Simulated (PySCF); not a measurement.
# C6H9FO2: magnetic properties

What do calculations give for the magnetic properties of C6H9FO2 (`CCOC1=CCO[C@@H]1F`)?

Computed with PySCF 2.14.0 and routines of our own; the level stands in each step. Atoms count from 0.

## Step 1: The system as given

18 atoms, charge 0, multiplicity 1; geometry from: GFN2-xTB.

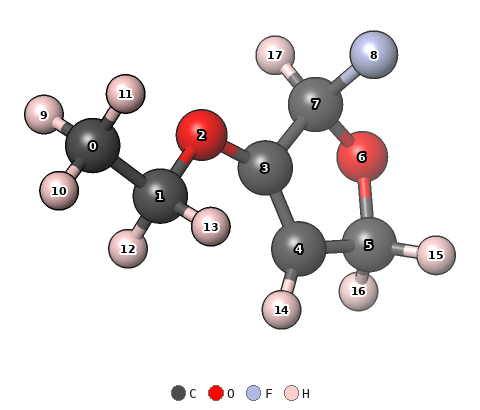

The starting geometry (carbon dark grey, oxygen red, fluorine light blue, hydrogen pink).

## Step 2: Magnetic properties: GIAO BHandHLYP/pcSseg-1

The job: settings as JSON, then the geometry in Å.

```
{"job": {"kind": "mag", "xc": "BHandHLYP", "basis": "pcSseg-1", "isotopologues": 0}, "charge": 0, "multiplicity": 1}
C      3.071047     0.109530     0.436774
C      1.683122     0.354431    -0.128767
O      0.750785    -0.364644     0.665881
C     -0.538189    -0.236225     0.329367
C     -1.171461     0.416870    -0.642599
C     -2.643080     0.166146    -0.513682
O     -2.749876    -0.848987     0.488466
C     -1.580438    -0.911550     1.197086
F     -1.700329    -0.190639     2.387607
H      3.293160    -0.953729     0.426184
H      3.810341     0.636110    -0.159595
H      3.120873     0.462948     1.462639
H      1.617610     0.005665    -1.168166
H      1.436119     1.423609    -0.104899
H     -0.765598     1.032191    -1.419879
H     -3.190530     1.065825    -0.201206
H     -3.097016    -0.223557    -1.429345
H     -1.355299    -1.937678     1.509161
```

Level: GIAO BHandHLYP/pcSseg-1 magnetisability, rotational g tensor and spin-rotation constants, non-relativistic, gas phase.

Run with:

```sh
> OMP_NUM_THREADS=1 python excited_run.py task.json out
```

One launch serves the whole session: the jobs run in the order shown.

What it wrote:

```text
coarse grid: 15360 points
cycle   1  E = -483.7977144883  dE =  1.718e+00  |g| = 8.495e-01  |ddm| = 3.746e+00
cycle   2  E = -483.7940018660  dE =  3.713e-03  |g| = 9.241e-01  |ddm| = 1.053e+00
cycle   3  E = -483.9306854500  dE = -1.367e-01  |g| = 7.122e-02  |ddm| = 5.839e-01
cycle   4  E = -483.9314365698  dE = -7.511e-04  |g| = 3.820e-02  |ddm| = 6.766e-02
cycle   5  E = -483.9317378328  dE = -3.013e-04  |g| = 1.170e-02  |ddm| = 3.727e-02
cycle   6  E = -483.9317648237  dE = -2.699e-05  |g| = 3.298e-03  |ddm| = 1.217e-02
cycle   7  E = -483.9317672635  dE = -2.440e-06  |g| = 4.282e-04  |ddm| = 2.887e-03
final grid: 149616 points
cycle   8  E = -483.9963872752  dE = -2.463e-05  |g| = 4.053e-03  |ddm| = 1.594e-02
cycle   9  E = -483.9963876465  dE = -3.713e-07  |g| = 4.069e-03  |ddm| = 5.367e-03
cycle  10  E = -483.9963905956  dE = -2.949e-06  |g| = 4.493e-04  |ddm| = 2.465e-03
cycle  11  E = -483.9963906280  dE = -3.235e-08  |g| = 1.819e-04  |ddm| = 5.082e-04
cycle  12  E = -483.9963906350  dE = -7.053e-09  |g| = 5.788e-05  |ddm| = 2.130e-04
cycle  13  E = -483.9963906357  dE = -6.374e-10  |g| = 1.149e-05  |ddm| = 4.487e-05
converged SCF energy = -483.9963906357

Magnetisability tensor (1e-30 J/T^2)
    -1218.82       17.38        0.36
       17.38    -1315.83      -71.04
        0.36      -71.04    -1301.57
isotropic -1278.74   principal values   -1381.16  -1242.51  -1212.55
isotropic susceptibility -77.007 1e-6 cm^3/mol

Inertial axes            a          b          c
rot. const./GHz      3.4258     0.9762     0.8152
chi total           -73.205    -76.330    -81.487
chi diamagnetic    -451.251  -1348.916  -1581.405
chi paramagnetic    378.045   1272.586   1499.917
quadrupole/D A        0.901      0.284     -1.185
g nuclear            0.5763     0.5760     0.5704
g electronic        -0.6084    -0.5836    -0.5744
g total             -0.0321    -0.0076    -0.0040

Spin-rotation constants (kHz, H = +C I.J)
atom  isotope        aa         bb         cc
  8    19F        2.548      0.960      0.767
  9     1H       -0.355     -0.101      0.011
 10     1H       -0.090     -0.070     -0.088
 11     1H       -0.363     -0.014     -0.059
 12     1H       -0.333      0.000     -0.051
 13     1H       -0.325     -0.100      0.032
 14     1H       -0.159      0.007     -0.089
 15     1H       -0.205     -0.101      0.025
 16     1H       -0.236     -0.012     -0.047
 17     1H       -0.322     -0.043      0.018
  0    13C*       0.450      0.133      0.124
  1    13C*       0.681      0.205      0.193
  2    17O*      -0.555     -0.180     -0.073
  3    13C*       1.785      0.319      0.211
  4    13C*       1.333      0.266      0.118
  5    13C*       0.808      0.192      0.203
  6    17O*      -0.306     -0.145     -0.111
  7    13C*       0.961      0.284      0.236
* in the singly substituted isotopologue
```

It took 27 s on 1 thread of Intel Xeon 6975P-C, shared host; peak memory 0.94 GiB.

Key values:

```
              quantity                      value
       magnetisability           -1279·10⁻³⁰ J/T²
  molar susceptibility         -77.0·10⁻⁶ cm³/mol
rotational g (a, b, c)  -0.0321, -0.0076, -0.0040
```

## Step 3: Magnetic properties: GIAO KT1/6-31G*, grid 4

Settings changed since step 2:

```diff
@@ -1,2 +1,2 @@
-{"job": {"kind": "mag", "xc": "BHandHLYP", "basis": "pcSseg-1", "isotopologues": 0}, "charge": 0, "multiplicity": 1}
+{"job": {"kind": "mag", "xc": "KT1", "basis": "6-31G*", "grid": 4}, "charge": 0, "multiplicity": 1}
 C      3.071047     0.109530     0.436774
```

Method: GIAO KT1/6-31G* magnetisability, rotational g tensor and spin-rotation constants, non-relativistic, gas phase.

What it wrote:

```text
coarse grid: 15360 points
cycle   1  E = -489.8372701023  dE =  1.279e+00  |g| = 9.113e-01  |ddm| = 4.021e+00
cycle   2  E = -489.4983651761  dE =  3.389e-01  |g| = 1.639e+00  |ddm| = 2.469e+00
cycle   3  E = -489.9864371619  dE = -4.881e-01  |g| = 2.091e-01  |ddm| = 1.720e+00
cycle   4  E = -489.9947534066  dE = -8.316e-03  |g| = 1.022e-01  |ddm| = 3.052e-01
cycle   5  E = -489.9968560582  dE = -2.103e-03  |g| = 4.365e-02  |ddm| = 1.423e-01
cycle   6  E = -489.9973443361  dE = -4.883e-04  |g| = 6.779e-03  |ddm| = 5.644e-02
cycle   7  E = -489.9973549471  dE = -1.061e-05  |g| = 2.218e-03  |ddm| = 7.954e-03
cycle   8  E = -489.9973559371  dE = -9.899e-07  |g| = 5.245e-04  |ddm| = 2.201e-03
final grid: 398376 points
cycle   9  E = -489.8626434094  dE = -1.631e-04  |g| = 1.948e-02  |ddm| = 5.940e-02
cycle  10  E = -489.8624478810  dE =  1.955e-04  |g| = 3.777e-02  |ddm| = 5.363e-02
cycle  11  E = -489.8627126779  dE = -2.648e-04  |g| = 4.121e-03  |ddm| = 3.740e-02
cycle  12  E = -489.8627166786  dE = -4.001e-06  |g| = 1.256e-03  |ddm| = 4.996e-03
cycle  13  E = -489.8627170099  dE = -3.313e-07  |g| = 3.384e-04  |ddm| = 1.594e-03
cycle  14  E = -489.8627170380  dE = -2.808e-08  |g| = 9.745e-05  |ddm| = 4.816e-04
cycle  15  E = -489.8627170397  dE = -1.715e-09  |g| = 2.871e-05  |ddm| = 1.083e-04
cycle  16  E = -489.8627170399  dE = -1.718e-10  |g| = 4.037e-06  |ddm| = 2.933e-05
converged SCF energy = -489.8627170399

Magnetisability tensor (1e-30 J/T^2)
    -1168.20       17.76       11.43
       17.76    -1283.11      -78.63
       11.43      -78.63    -1261.84
isotropic -1237.72   principal values   -1354.17  -1193.47  -1165.51
isotropic susceptibility -74.537 1e-6 cm^3/mol

Inertial axes            a          b          c
rot. const./GHz      3.4258     0.9762     0.8152
chi total           -70.276    -73.590    -79.746
chi diamagnetic    -450.025  -1346.825  -1579.170
chi paramagnetic    379.749   1273.235   1499.424
quadrupole/D A        1.963     -0.124     -1.839
g nuclear            0.5763     0.5760     0.5704
g electronic        -0.6112    -0.5839    -0.5743
g total             -0.0349    -0.0079    -0.0038

Spin-rotation constants (kHz, H = +C I.J)
atom  isotope        aa         bb         cc
  8    19F        2.859      1.062      0.902
  9     1H       -0.370     -0.106      0.010
 10     1H       -0.090     -0.074     -0.092
 11     1H       -0.378     -0.015     -0.063
 12     1H       -0.343      0.003     -0.050
 13     1H       -0.335     -0.100      0.034
 14     1H       -0.180      0.006     -0.093
 15     1H       -0.213     -0.104      0.026
 16     1H       -0.249     -0.012     -0.050
 17     1H       -0.316     -0.043      0.018
  0    13C*       0.400      0.116      0.109
  1    13C*       0.617      0.188      0.177
  2    17O*      -0.569     -0.176     -0.074
  3    13C*       1.430      0.288      0.193
  4    13C*       1.078      0.236      0.103
  5    13C*       0.736      0.175      0.185
  6    17O*      -0.341     -0.152     -0.108
  7    13C*       0.875      0.263      0.216
* in the singly substituted isotopologue
```

It took 45 s on 1 thread of Intel Xeon 6975P-C, shared host; peak memory 0.57 GiB.

From this job:

```
              quantity                      value
       magnetisability           -1238·10⁻³⁰ J/T²
  molar susceptibility         -74.5·10⁻⁶ cm³/mol
rotational g (a, b, c)  -0.0349, -0.0079, -0.0038
```

## Step 4: The levels compared

```
                  level  ξ (10⁻³⁰ J/T²)     g(a)     g(b)  gap (eV)  functions  time
GIAO BHandHLYP/pcSseg-1           -1279  -0.0321  -0.0076      9.60        198  27 s
GIAO KT1/6-31G*, grid 4           -1238  -0.0349  -0.0079      5.28        144  45 s
```

## Step 5: Results

| quantity | value |
| --- | --- |
| magnetisability (step 2, GIAO BHandHLYP/pcSseg-1) | -1279·10⁻³⁰ J/T² |
| molar susceptibility (step 2, GIAO BHandHLYP/pcSseg-1) | -77.0·10⁻⁶ cm³/mol |
| rotational g (a, b, c) (step 2, GIAO BHandHLYP/pcSseg-1) | -0.0321, -0.0076, -0.0040 |
| magnetisability over the levels | -1279 to -1238·10⁻³⁰ J/T² |

In words: The magnetisability spreads by 3.3 % over 2 levels, from GIAO BHandHLYP/pcSseg-1 (27 s) to GIAO KT1/6-31G*, grid 4 (45 s); the runs took 27 s to 45 s. Two levels can agree by chance, so this spread shows no convergence. Vibrational averaging and real surroundings are missing from these values.
